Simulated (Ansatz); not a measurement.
# triplet HOF: levels of theory compared

Wanted: a comparison of 6 runs (U-wB97X/STO-3G, UBLYP/STO-3G, UHSE06/STO-3G, RPA@PBE/STO-3G, UCCSDT/STO-3G, UCCSDTQ/STO-3G) of triplet HOF. 

The calculation is run with Ansatz 0.2.0.

55 further runs of the same task are left out: 1 that didn't finish, 54 set aside as unsound or not needed.

**1. Starting point**

HOF has 3 atoms, charge 0, and is taken as a triplet. As SMILES of the parent species, `OF`. The coordinates come from a PBE0-D4/def2-TZVP relaxation. That shape belongs to the parent species and isn't relaxed for this state.

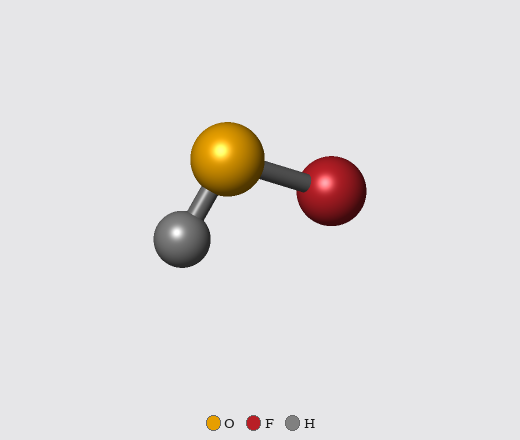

Viewed from a chosen angle; oxygen amber, fluorine red, hydrogen grey.

**2. A single-point energy at U-wB97X/STO-3G (run 1)**

job.yaml reads:

```yaml
crystal:
  periodic: [false, false, false]
  atoms:
    - {symbol: O, position_ang: [0.430590, -0.210340, 0.216330]}
    - {symbol: F, position_ang: [-0.221910, 1.014620, -0.010980]}
    - {symbol: H, position_ang: [-0.208690, -0.804280, -0.205350]}
basis:
  gaussian:
    orbitals: STO-3G
magnetization:
  spin_polarized: true
  initial_magnetization: 2
hamiltonian:
  xc: {name: wB97X}
accuracy: high
```

The run is started by

```sh
$ ansatz run job.yaml --threads 1 --pin off --max-ram 3480MiB --events-out events.jsonl --progress --plain --runs-dir runs
```

Log:

```text
Warning: RAYON_NUM_THREADS=1 ignored (pool sized by the plan → 1); use --threads N
Functional definition: wB97X
  name "wB97X"
  parameter omega = 0.3/bohr
  parameter cx = 0.157706
  parameter cx1 = 0.726479
  parameter cx2 = 1.04760
  parameter cx3 = -5.70635
  parameter cx4 = 13.2794
  parameter css1 = -4.33879
  parameter css2 = 18.2308
  parameter css3 = -31.7430
  parameter css4 = 17.2901
  parameter cos1 = 2.37031
  parameter cos2 = -11.3995
  parameter cos3 = 6.58405
  parameter cos4 = -3.78132
  exchange = spin_sum(e_x_unif_sr(omega)*poly(b97_u_x, 1 - cx, cx1, cx2, cx3, cx4)) + cx*exact_x_sr(omega)
      + exact_x_lr(omega)
  correlation = spin_sum(e_c_pw_same_spin*poly(b97_u_same, 1, css1, css2, css3, css4))
      + integral(e_c_pw_opposite_spin*poly(b97_u_opposite, 1, cos1, cos2, cos3, cos4))
168 factors; integrals over basis functions are off by at most 4.3e-8 eV
88 factors; integrals over basis functions are off by at most 9.8e-10 eV
mean field evaluation 1: about -4703.6532 eV, gradient 6.5e0 eV
mean field evaluation 2: about -4704.0919 eV, gradient 2.6e0 eV
mean field evaluation 4: about -4704.1443 eV, gradient 2.0e-1 eV
mean field evaluation 8: about -4704.1788 eV, gradient 5.8e-3 eV
mean field evaluation 16: about -4704.1788 eV, gradient 2.1e-6 eV
mean field -4704.17882362 eV, -172.8753831611 hartree, gradient 2.3e-8 eV, S^2 2.001643; 1 other end points of the search recorded, 0 dependent functions left out
reference -4704.17882279 eV, -172.8753831306 hartree; 10, 8 occupied and 1, 3 virtual orbitals, 168 factors
Total energy: -4704.17882279 eV, -172.8753831306 hartree
```

It took 4.5 s on 1 thread of Arm Neoverse V1, shared host; peak memory 0.25 GiB.

**3. A single-point energy at UBLYP/STO-3G (run 2)**

input.yaml reads:

```yaml
crystal:
  periodic: [false, false, false]
  atoms:
    - {symbol: O, position_ang: [0.430590, -0.210340, 0.216330]}
    - {symbol: F, position_ang: [-0.221910, 1.014620, -0.010980]}
    - {symbol: H, position_ang: [-0.208690, -0.804280, -0.205350]}
basis:
  gaussian:
    orbitals: STO-3G
magnetization:
  spin_polarized: true
  initial_magnetization: 2
hamiltonian:
  xc: {name: BLYP}
accuracy: high
```

The run is started by

```sh
$ ansatz run input.yaml --threads 1 --pin off --max-ram 3480MiB --events-out events.jsonl --progress --plain --runs-dir runs
```

Log:

```text
Warning: RAYON_NUM_THREADS=1 ignored (pool sized by the plan → 1); use --threads N
Functional definition: BLYP
  name "BLYP"
  parameter beta = 0.0042
  parameter a = 0.04918
  parameter b = 0.132
  parameter c = 0.2533
  parameter d = 0.349
  exchange = b88_x(beta = beta)
  correlation = lyp_c(a = a, b = b, c = c, d = d)
168 factors; integrals over basis functions are off by at most 4.3e-8 eV
mean field evaluation 1: about -4702.9840 eV, gradient 6.3e0 eV
mean field evaluation 2: about -4701.3062 eV, gradient 1.6e1 eV
mean field evaluation 4: about -4703.3094 eV, gradient 1.7e-1 eV
mean field evaluation 8: about -4703.2938 eV, gradient 7.8e-3 eV
mean field evaluation 16: about -4703.2938 eV, gradient 3.0e-8 eV
mean field -4703.29383475 eV, -172.8428604200 hartree, gradient 3.0e-8 eV, S^2 2.000990; 3 other end points of the search recorded, 0 dependent functions left out
reference -4703.29385575 eV, -172.8428611918 hartree; 10, 8 occupied and 1, 3 virtual orbitals, 168 factors
Total energy: -4703.29385575 eV, -172.8428611918 hartree
```

Run time: 1.2 s. Hardware: 1 thread of Arm Neoverse V1, shared host; peak memory 0.096 GiB.

Runs 3 to 5 aren't shown in full; the table further down has their settings and results.

**4. A single-point energy at UCCSDTQ/STO-3G (run 6)**

input.yaml reads:

```yaml
crystal:
  periodic: [false, false, false]
  atoms:
    - {symbol: O, position_ang: [0.430590, -0.210340, 0.216330]}
    - {symbol: F, position_ang: [-0.221910, 1.014620, -0.010980]}
    - {symbol: H, position_ang: [-0.208690, -0.804280, -0.205350]}
basis:
  gaussian: {orbitals: STO-3G}
magnetization: {spin_polarized: true, initial_magnetization: 2}
accuracy: high
correlation: {method: ccsdtq, frozen_orbitals: {F: 1, H: 0, O: 1}}
scf: {omitted_lower_state_checks: [cluster_reference, increment]}
```

The run is started by

```sh
$ ansatz run input.yaml --threads 1 --pin off --max-ram 3480MiB --events-out events.jsonl --progress --plain --runs-dir runs
```

Log:

```text
Warning: RAYON_NUM_THREADS=1 ignored (pool sized by the plan → 1); use --threads N
[... 13 lines left out ...]
2 core orbitals not correlated: weight in the atoms' cores, before any rotation towards them, 1.000 or more for the frozen orbitals, at most 0.000 for the correlated occupied ones
[... 33 lines left out ...]
Total energy: -4687.50368105 eV, -172.2625829745 hartree
Checks for a lower state left out: cluster_reference, increment
```

Run time: 23 s. Hardware: 1 thread of Arm Neoverse V1, shared host; peak memory 0.12 GiB.

**5. All runs side by side**

```csv
run,level,frozen core orbitals,energy (Eh),⟨S²⟩,wall time
1,U-wB97X/STO-3G,–,-172.875383,2.002,4.5 s
2,UBLYP/STO-3G,–,-172.842861,2.001,1.2 s
3,UHSE06/STO-3G,–,-172.743260,2.001,1.2 s
4,RPA@PBE/STO-3G,2,-172.333739,2.001,1.7 s
5,UCCSDT/STO-3G,2,-172.262369,2.006,0.36 s
6,UCCSDTQ/STO-3G,2,-172.262583,2.006,23 s
```

**6. Results**

| quantity | value |
| --- | --- |
| run 6: total energy | -172.26258 Eh |
| run 6: correlation energy (2 core orbitals frozen) | -68.2 mEh |
| run 6: ⟨S²⟩ of the reference determinant | 2.006 |
| run 6: T1 diagnostic | 0.071 |

In words: Totals of different functionals can't be ranked against each other. In runs 1, 2, 3, 4, 5, 6 the basis is minimal, so the values are rough. All runs together took 32 s, the longest 23 s.
